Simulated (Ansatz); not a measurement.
# H4N2Si···NH3: what the fields show

```xyz
11

Si   -1.0289    0.0676    0.5596
H     1.9803    0.0261    1.5648
N     2.2648   -0.0324    0.5786
H     1.7722   -0.8547    0.2070
H     1.8065    0.7664    0.1213
N    -0.8226    1.3454   -0.6159
H    -0.7335    1.2561   -1.6308
H    -0.8856    2.3210   -0.3280
N    -0.9259   -1.3170   -0.5025
H    -1.0622   -2.2571   -0.1332
H    -0.8304   -1.3213   -1.5207
```

Level of theory: Ansatz, RKS PBE-D4/6-31G*.

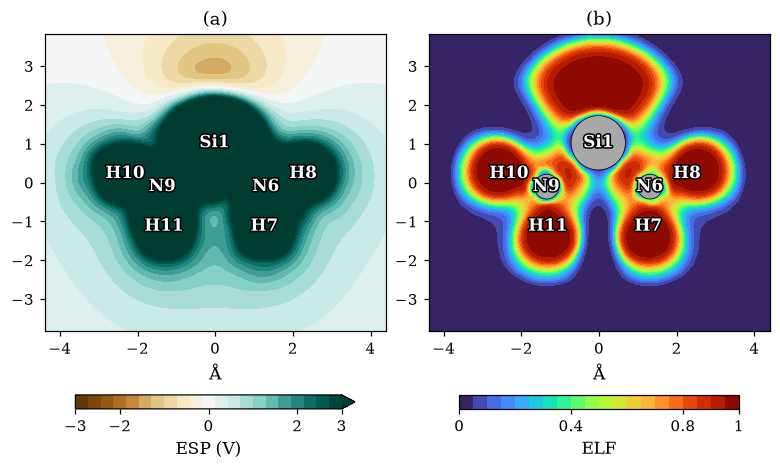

Figure 1. (a) molecular electrostatic potential; (b) ELF on the plane of atoms Si1, N6 and H7. Grey discs cover the atomic cores in the ELF map.

What does the map show?

Answer.
- The section cuts through Si, N and H sites.
- Si–N (1.75 Å): the ELF peaks at about 0.90 between the atoms: a polar covalent bond.
- N–H (1.02 Å): the ELF climbs to about 1 towards the hydrogen, as it does in any bond to H (an ordinary covalent bond to hydrogen).
- The ELF also peaks beside Si1, away from the bonds: lone-pair regions.
- Outside the dense part of the complex the potential is most negative (−1.4 V) near Si1.

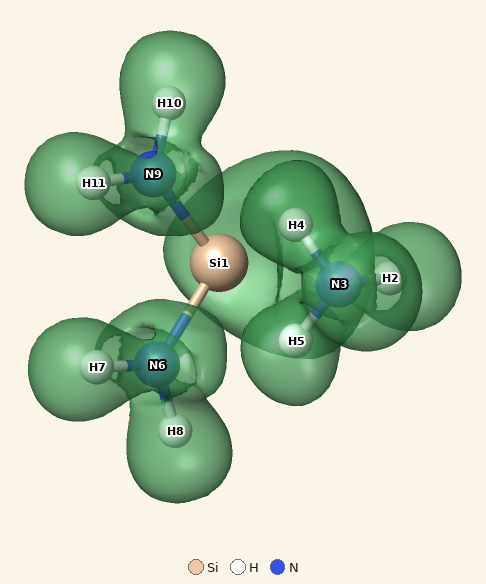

Figure 2. Isosurface of the electron localisation function at 0.75 (green), seen at a tilt. Core shells and regions of very low density are left out.

What do the ELF domains correspond to?

Answer. At this value the surface marks out one lobe on Si, pointing away from the bonds (lone pairs) and three joined regions spread over several atoms (H, N), in which their bonds and any lone pairs are merged. Along the contacts the grid gives the following. Si1···N3 (3.30 Å): the ELF dips to about 0.05 between them.

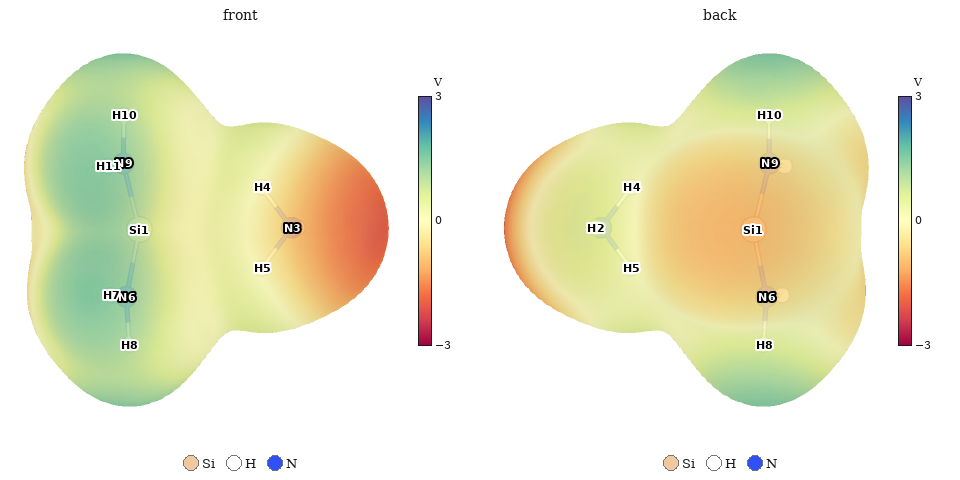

Figure 3. The electrostatic potential painted on the density surface at 0.001 e/bohr³, seen from the front and from behind; red is negative and blue positive.

Where is the surface potential most negative and most positive?

Answer. The most negative region (about −2.0 V) lies over N3, the most positive (about +1.6 V) over H7, H10 and H11. N3 is the likeliest acceptor of a hydrogen bond.

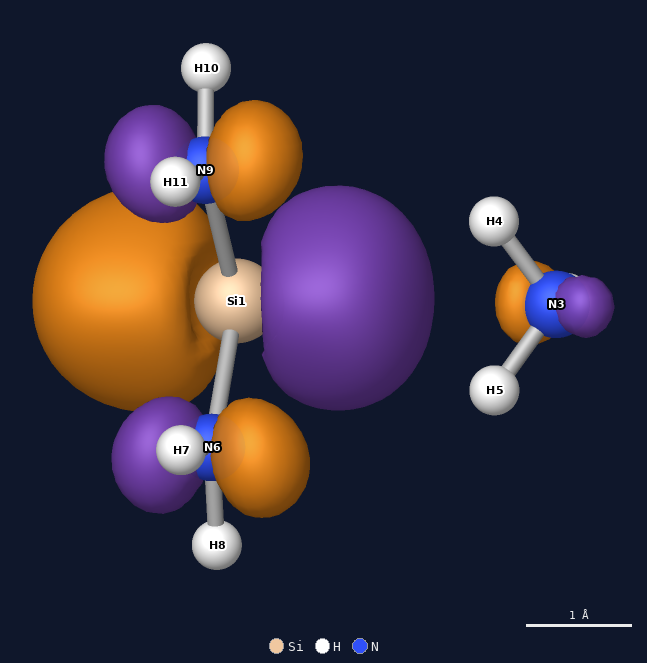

Figure 4. The LUMO at ±0.15 Å⁻³ᐟ² (orange and purple are the two phases), seen across its widest extent.

Where does this orbital lie, and at what energy?

Answer. It lies mainly on Si1 (about 65 %), N6 (about 10 %) and N9 (about 10 %). Its energy is −0.97 eV.
